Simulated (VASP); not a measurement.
Band structure of BeS (zinc blende). Method: AM05 GGA, VASP's PBE PAW potentials (set 64) (plane waves; VASP 6.6.1).

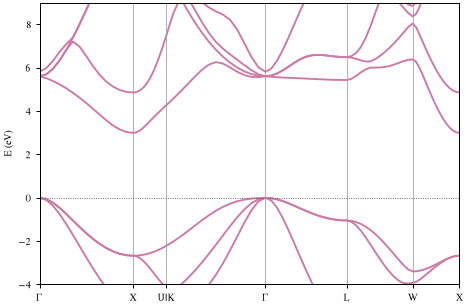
Figure. Bands along high-symmetry lines, zero at the valence-band maximum or, without a gap, the Fermi level

**Question.** Read the plot: is there a gap, and where are the band edges?

**Answer.** The gap is indirect, 3.00 eV, from the valence maximum at Γ to the conduction minimum at X. (Edges off the drawn lines would not show.)

The compound is BeS in the zinc blende structure. It was relaxed first.
